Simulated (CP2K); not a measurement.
Consider 2-pyridone at its PBE geometry (Å).

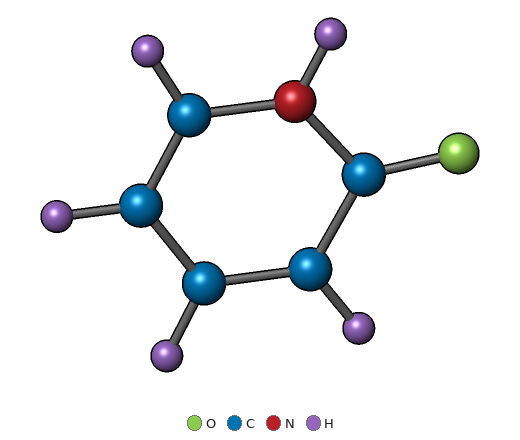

The molecule (oxygen green, carbon blue, nitrogen red, hydrogen purple).

```xyz
12

O     2.6601    0.3534    0.0955
C     1.4259    0.2458    0.0495
C     0.4504    1.3177    0.0322
C    -0.8980    1.0684   -0.0156
C    -1.4096   -0.2602   -0.0511
C    -0.5140   -1.2961   -0.0360
N     0.8265   -1.0442    0.0090
H     0.8483    2.3296    0.0620
H    -1.5974    1.9054   -0.0263
H    -2.4765   -0.4607   -0.0878
H    -0.8080   -2.3442   -0.0572
H     1.4923   -1.8150    0.0257
```

Method: CP2K XAS_TDP, all-electron GAPW, PBEh(45%), aug-cc-pVDZ, TDA, GW2X-corrected core level, no relativity.

Q: Where do the C K-edge lines lie, and how strong are they?

Leading lines: C2 289.61 eV, C3 286.58 eV, C4 286.92 eV, C5 287.50 eV and C6 287.77 eV. The leading line of an atom is its first one with 35 % of the strongest within 2.5 eV of its lowest line over the strength cut. Core ionisation energies at this level: C4 292.87, C5 292.17, C6 293.80, C2 295.17 and C3 292.04 eV.

The first six lines of each atom with a strength over 0.0015:

```csv
atom,energy (eV),states,"strength, one atom",above the computed threshold
"C2 (bonded to C, N and O)",289.61,1,0.0617,
,291.71,1,0.0071,
,294.72,1,0.0034,
,295.70,2,0.0234,yes
,296.15,1,0.0123,yes
,296.34,2,0.0021,yes
C3 (bonded to 2 C and H),286.58,1,0.0391,
,289.42,1,0.0049,
,290.19,1,0.0074,
,290.82,1,0.0043,
,291.56,1,0.0033,
,291.70,1,0.0022,
C4 (bonded to 2 C and H),286.92,1,0.0521,
,290.34,1,0.0040,
,290.68,1,0.0114,
,291.63,1,0.0028,
,292.33,1,0.0025,
,292.45,1,0.0032,
C5 (bonded to 2 C and H),287.50,1,0.0299,
,288.62,1,0.0184,
,289.89,1,0.0097,
,291.17,1,0.0017,
,291.64,2,0.0046,
,292.80,2,0.0059,yes
"C6 (bonded to C, N and H)",287.77,1,0.0558,
,291.18,1,0.0147,
,291.38,1,0.0023,
,292.73,1,0.0031,
,293.14,1,0.0040,
,293.24,1,0.0024,
```

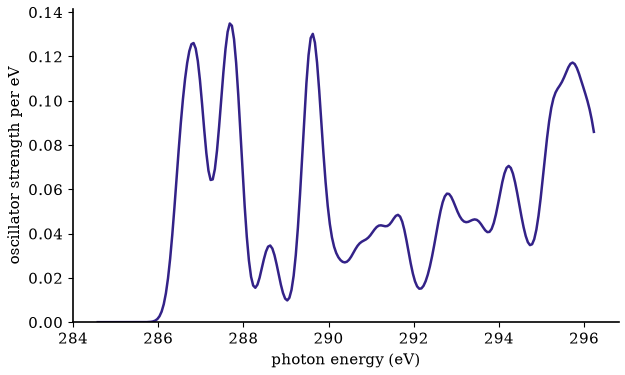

All atoms added, broadened by 0.5 eV.

Lines are vertical, at one geometry, with no vibrational structure. GW2X ionisation energies and lines can be off by 1 to 2 eV either way, and a good line position may hide errors that cancel. These values hold no scalar relativity, about 0.1 eV for C 1s. Rydberg lines, and the discretised continuum above threshold, depend on the basis and the box.

[Banner, clock and machine lines of the logs are left out without a mark of their own.]

[Logs are printed without paths, hosts, clocks, repeated set-up lines and the standing remarks that a program may print on its own settings, such as how far it seeks lower states.]

[Hosts, paths, dates, database ids (printed as entryN), source tags and the programs' standing remarks are cut or masked in the printed files.]
